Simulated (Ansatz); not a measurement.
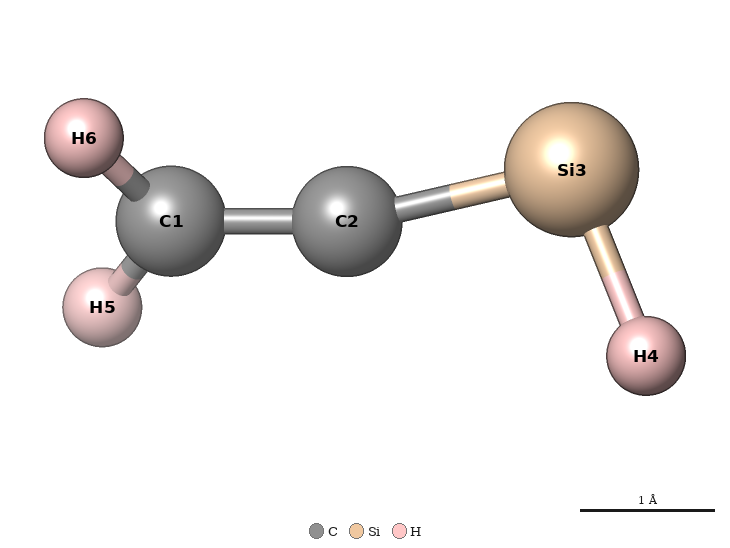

Orthographic view. Depth is shown by fading: the farther an atom, the more it takes the colour of the background. Charge 0, doublet. Computed geometry: PBE-D4/def2-SVP optimisation. No frequency run is at hand to confirm it as a minimum.

List all interatomic distances (Å) as a matrix.

```tsv
atom	C1	C2	Si3	H4	H5	H6
C1	0.00					
C2	1.32	0.00				
Si3	3.07	1.77	0.00			
H4	3.78	2.54	1.53	0.00		
H5	1.11	2.12	3.87	4.36	0.00	
H6	1.11	2.14	3.67	4.53	1.88	0.00
```
